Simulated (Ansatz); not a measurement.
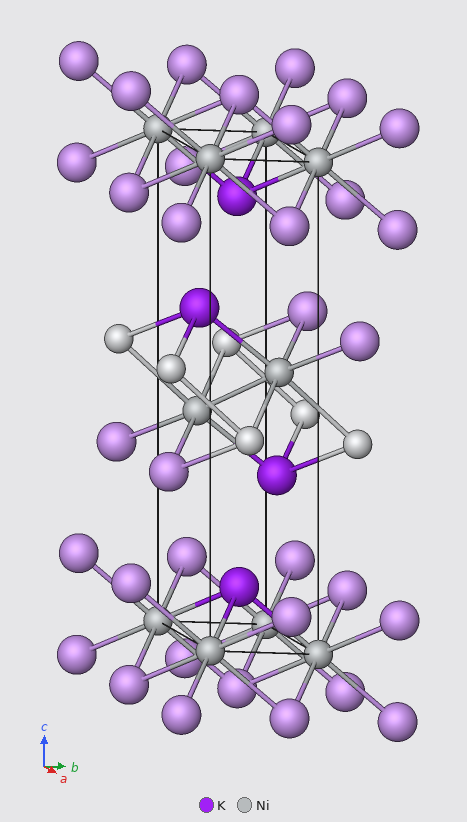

The image is a ball-and-stick drawing of a crystal, viewed slightly off an axis. One simulation cell is outlined, and atoms on its boundary appear in each equivalent place. Neighbours across the faces are drawn wherever a bond reaches them, in fainter colours.

```
CELL_PARAMETERS angstrom
4.04661 0.00000 0.00000
-2.02331 3.50447 0.00000
0.00000 -2.33631 11.97005
ATOMIC_POSITIONS crystal
K 0.44300 0.88600 0.32900
K 0.55700 0.11400 0.67100
Ni 0.00000 0.00000 0.00000
Ni 0.14600 0.29200 0.43800
Ni 0.85400 0.70800 0.56200
K 0.29500 0.59000 0.88500
K 0.70500 0.41000 0.11500
```

Run with Ansatz 0.2.0, DFT, PAW plane waves, r2SCAN and these settings: E_cut = 500 eV, k-grid 8×8×8, Fermi-Dirac smearing of 0.1 eV, no spin polarisation (a spin-restricted run, not always the ground state).

**State the Bader charges by element.**

K +0.55 e; Ni -1.07 to -0.56 e.

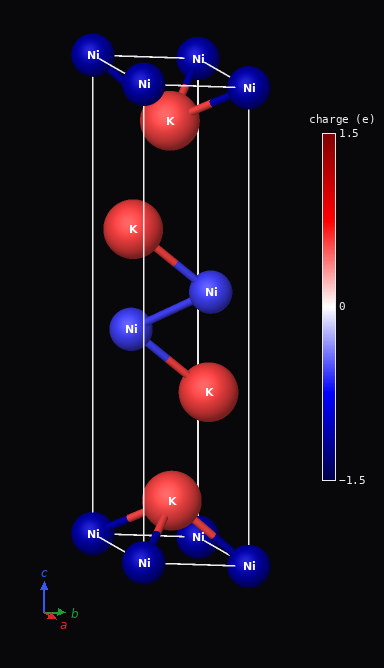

The atoms coloured by those charges.

The structure is a generated cell, made by putting these elements into a known structure type (the compound may or may not exist in this form); no relaxation was done. It went into a calculation with Ansatz.

At this level of theory the cell isn't at rest (compressed, at 6 GPa and forces up to 2.7 eV/Å), so its distances can differ from those at equilibrium, the more so the softer the solid.
